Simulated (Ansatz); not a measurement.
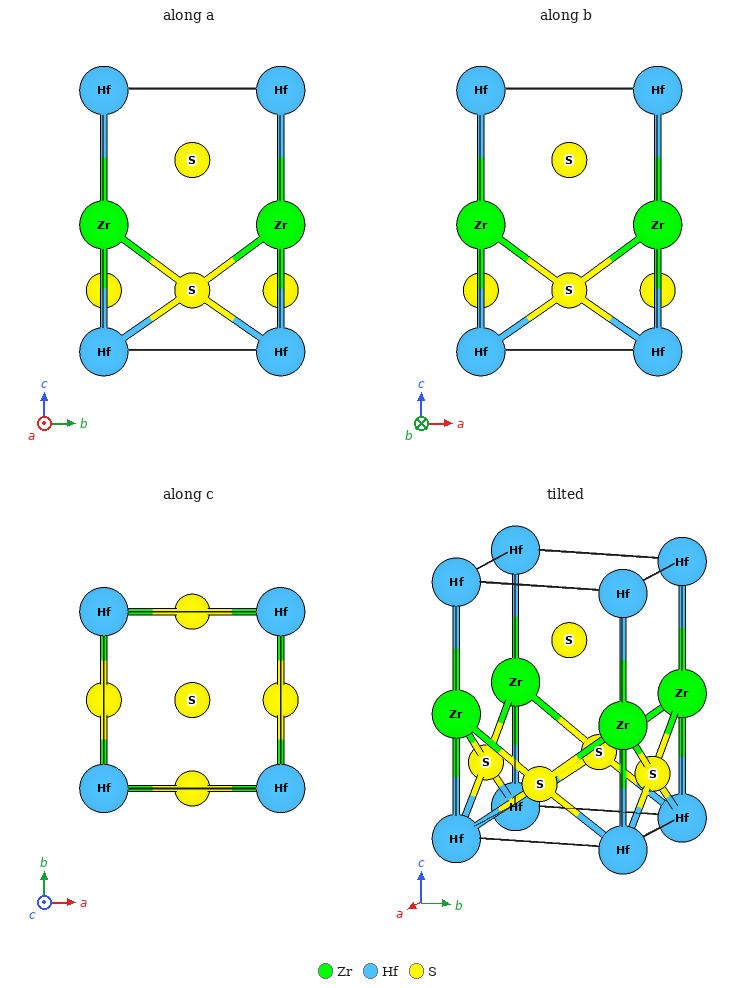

We look at a ball-and-stick model of the crystal along the a axis, along the b axis, along the c axis and slightly off an axis. The lines enclose the conventional unit cell; boundary atoms appear with their images.

Lattice parameters: a = 4.117 Å, b = 4.117 Å, c = 6.084 Å, α = 90.00°, β = 90.00°, γ = 90.00°.

### Convert the drawing into a table of Wyckoff sites, with free fractional coordinates to two decimals.

Space group P4mm (No. 99).
| atom | site | x | y | z |
| --- | --- | --- | --- | --- |
| Zr | 1a | 0.00 | 0.00 | 0.48 |
| Hf | 1a | 0.00 | 0.00 | 0.99 |
| S | 2c | 0.50 | 0.00 | 0.23 |
| S | 1b | 0.50 | 0.50 | 0.73 |

Origin of the cell: a random cell made by a generator, so it need not be a real form of the compound. Earlier steps of the study may have refined or changed the cell and positions. An electronic-structure calculation with Ansatz was run on it.
